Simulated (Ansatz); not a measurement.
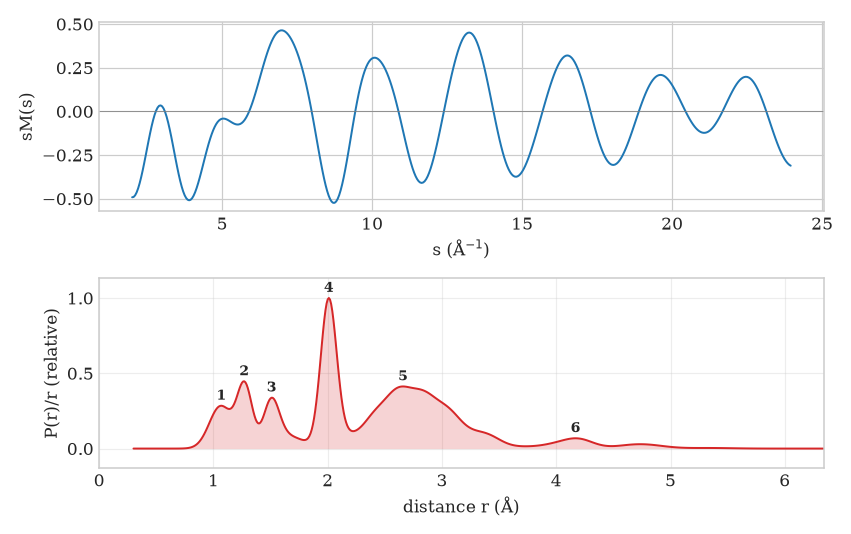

Simulated gas electron diffraction: reduced molecular intensity sM(s) from the Debye equation in the first Born approximation (top) and the radial distribution curve (bottom) of C₂H₇NOSi. Each pair of atoms contributes with weight ZᵢZⱼ/r; damping constant 0.001 Å²; vibrational amplitudes assumed, not computed: 0.05 Å for bonds, 0.078 Å for bonds to H, 0.06 + 0.015 r up to 0.15 Å for other pairs. The geometry is the end point of an optimisation (RKS r2SCAN-D4/6-31G (Ansatz 0.2.0)); it may be a saddle point or a higher isomer.

### Assign the numbered peaks of the radial distribution curve (– bonded, ··· not bonded).

Peak 1, 1.07 Å: N–H 1.02–1.06 Å (×3), C–H 1.10 Å (×3), not resolved
Peak 2, 1.27 Å: O–C 1.27 Å
Peak 3, 1.51 Å: C–C 1.50 Å, Si–H 1.55 Å, O···H 1.71 Å, not resolved
Peak 4, 2.01 Å: Si–C 1.99 Å, Si–N 2.02 Å, C···H 2.13–2.16 Å (×3), not resolved
Peak 5, 2.66 Å: Si···H 2.43–2.59 Å (×3), O···N 2.61 Å, N···C 2.71 Å, Si···O 2.84 Å, not resolved; in its flanks C···H 2.22–3.71 Å, O···C 2.40 Å, O···H 2.95–3.40 Å
Peak 6, 4.17 Å: Si···H 3.97 Å, H···H 4.10–4.30 Å (×5), N···C 4.19 Å, not resolved
